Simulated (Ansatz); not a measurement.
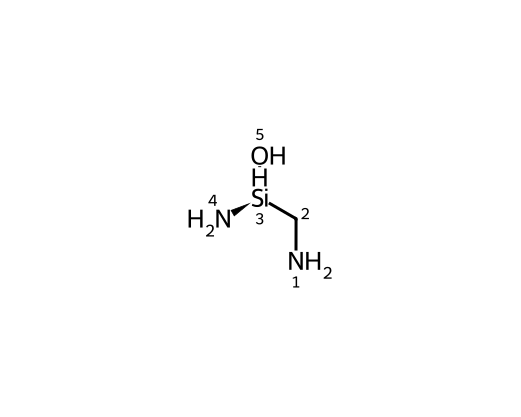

Skeletal drawing with numbered atoms; wedges and dashes mark any stereocentres. The configuration is that of a computed structure (PBE-D4/def2-SVP).

Give the R/S and E/Z labels.

Si3: S.

Write the isomeric SMILES.

NC[Si@@H](N)O
